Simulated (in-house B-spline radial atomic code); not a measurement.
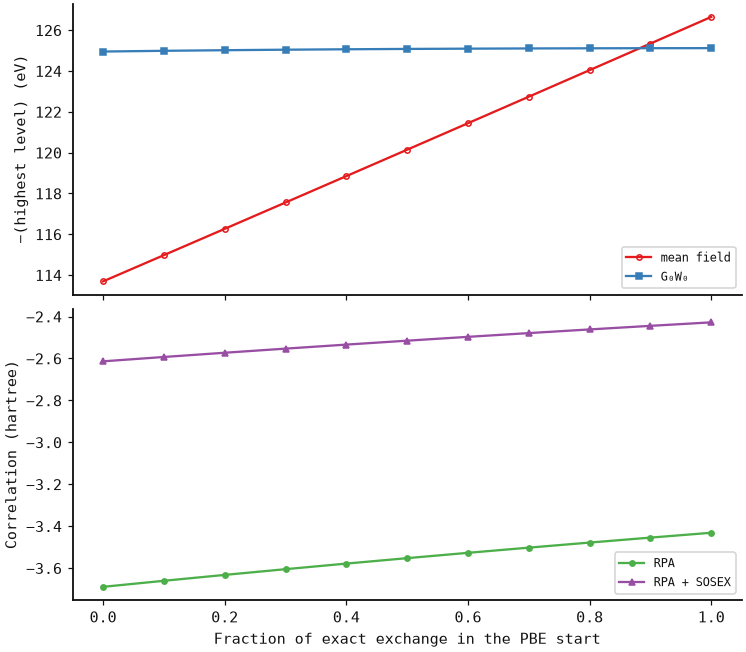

G₀W₀ and RPA for Te⁶⁺ ([Kr] 4d¹⁰) as exact exchange is mixed into the PBE start. All-electron spherical atom, scalar X2C, no spin-orbit coupling, Breit or QED terms; computed with a B-spline radial code.

Question: Where does the G₀W₀ correction vanish, and how does the correlation energy move?

Answer: The mean-field binding energy of 4d runs from 113.69 eV at fraction 0 to 126.65 eV at 1, the G₀W₀ value only from 124.95 to 125.12 eV. The correction vanishes near a fraction of 0.88. The RPA correlation energy goes from −3.69 to −3.43 hartree, and with SOSEX from −2.61 to −2.43.
